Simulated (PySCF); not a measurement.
**BC (quartet): basis, grid and Hamiltonian**

The method stays; parts of the set-up, such as the basis or the Hamiltonian, are changed.

Computed with PySCF 2.14.0. Level: method and basis as typed in the scripts.

4 further runs of the same task are left out: 4 that didn't finish.

## (1) Where the work starts

BC (quartet): 2 atoms, charge 0, spin multiplicity 4.

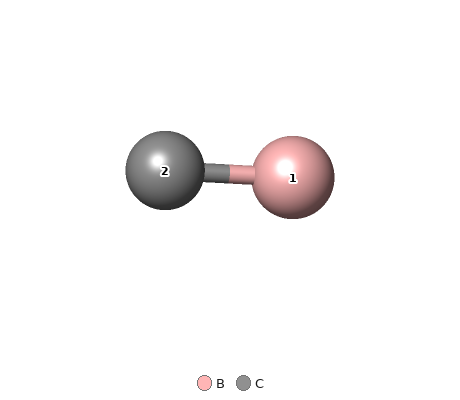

Start geometry, drawn with boron pink, carbon grey; atoms are numbered from 1 in the order of the file.

## (2) The run that the others are compared with

The input, input.py:

```python
from pyscf import gto, scf, cc

mol = gto.M(
    atom='B 0 0 0; C 0 0 1.373',
    basis='cc-pvdz-dk',
    charge=0,
    spin=3,
    symmetry=True,
    verbose=3,
)
mf = scf.ROHF(mol)
mf = mf.sfx2c1e()
mf.kernel()
mycc = cc.CCSD(mf, frozen=2)
mycc.kernel()
mf.dip_moment()
print('orbital energies (hartree):', mf.mo_energy[..., max(0, mol.nelec[1]-3):mol.nelec[0]+3].round(4))
```

Started as:

```
> python input.py
```

The log of this run is left out.

It gives: E(SCF) = -62.343050 Eh, E(CCSD) − E(SCF) = -0.15115 Eh, μ = 2.41 D (of the SCF density).

The bond length is a typed value, not an optimised one. The quartet is typed in the script; nothing here shows that it is the ground state.

## (3) Density fitting cc-pvdz-jkfit

Run 1 changes density fitting: none → cc-pvdz-jkfit.

The input, input.py:

```python
from pyscf import gto, scf, cc

mol = gto.M(
    atom='B 0 0 0; C 0 0 1.373',
    basis='cc-pvdz-dk',
    charge=0,
    spin=3,
    symmetry=True,
    verbose=3,
)
mf = scf.ROHF(mol)
mf = mf.sfx2c1e()
mf = mf.density_fit(auxbasis='cc-pvdz-jkfit')
mf.kernel()
mycc = cc.CCSD(mf, frozen=2)
mycc.kernel()
mf.dip_moment()
print('orbital energies (hartree):', mf.mo_energy[..., max(0, mol.nelec[1]-3):mol.nelec[0]+3].round(4))
```

Started as:

```
> python input.py
```

## (4) Spin-free X2C off

Run 2 changes spin-free X2C: on → off.

input.py: that of step 2 with these lines changed.

```diff
@@ -11,3 +11,2 @@
 mf = scf.ROHF(mol)
-mf = mf.sfx2c1e()
 mf.kernel()
```

## (5) Jorge-dzp (X2C off)

Run 3 changes basis set: cc-pvdz-dk → jorge-dzp; spin-free X2C: on → off.

input.py: that of step 2 with these lines changed.

```diff
@@ -4,3 +4,3 @@
     atom='B 0 0 0; C 0 0 1.373',
-    basis='cc-pvdz-dk',
+    basis='jorge-dzp',
     charge=0,
@@ -11,3 +11,2 @@
 mf = scf.ROHF(mol)
-mf = mf.sfx2c1e()
 mf.kernel()
```

## (6) Density fitting def2-universal-jkfit

Run 4 changes density fitting: none → def2-universal-jkfit.

input.py: that of step 2 with these lines changed.

```diff
@@ -12,2 +12,3 @@
 mf = mf.sfx2c1e()
+mf = mf.density_fit(auxbasis='def2-universal-jkfit')
 mf.kernel()
```

## (7) Pcseg-1 (X2C off)

Run 5 changes basis set: cc-pvdz-dk → pcseg-1; spin-free X2C: on → off.

input.py: that of step 2 with these lines changed.

```diff
@@ -4,3 +4,3 @@
     atom='B 0 0 0; C 0 0 1.373',
-    basis='cc-pvdz-dk',
+    basis='pcseg-1',
     charge=0,
@@ -11,3 +11,2 @@
 mf = scf.ROHF(mol)
-mf = mf.sfx2c1e()
 mf.kernel()
```

## (8) 6-31+g* (X2C off)

Run 6 changes basis set: cc-pvdz-dk → 6-31+g*; spin-free X2C: on → off.

input.py: that of step 2 with these lines changed.

```diff
@@ -4,3 +4,3 @@
     atom='B 0 0 0; C 0 0 1.373',
-    basis='cc-pvdz-dk',
+    basis='6-31+g*',
     charge=0,
@@ -11,3 +11,2 @@
 mf = scf.ROHF(mol)
-mf = mf.sfx2c1e()
 mf.kernel()
```

**Question.** What will these runs give? Wanted: for each run, E(SCF); from base; SCF dipole; after the SCF.

**Answer**, as computed:

```
                                 run  E(SCF) (hartree)  from base (eV)  SCF dipole (D)  functions                            after the SCF
                                base        -62.343050               0            2.41         28  CCSD correlation -4.113 eV, core frozen
       density fitting cc-pvdz-jkfit        -62.342919         +0.0036            2.41         28  CCSD correlation -4.116 eV, core frozen
     spin-free X2C off (poor choice)        -62.320363  not comparable            2.41         28  CCSD correlation -4.111 eV, core frozen
                 jorge-dzp (X2C off)        -62.323185  not comparable            2.45         30  CCSD correlation -4.149 eV, core frozen
density fitting def2-universal-jkfit        -62.343025         +0.0007            2.41         28  CCSD correlation -4.114 eV, core frozen
                   pcseg-1 (X2C off)        -62.294144  not comparable            2.61         28  CCSD correlation -4.093 eV, core frozen
                   6-31+g* (X2C off)        -62.317847  not comparable            2.51         36  CCSD correlation -4.164 eV, core frozen
```

What this shows: The largest comparable shift of the SCF energy, +0.004 eV, comes with the run “density fitting cc-pvdz-jkfit”. Rows marked «poor choice» come from settings spoiled on purpose.
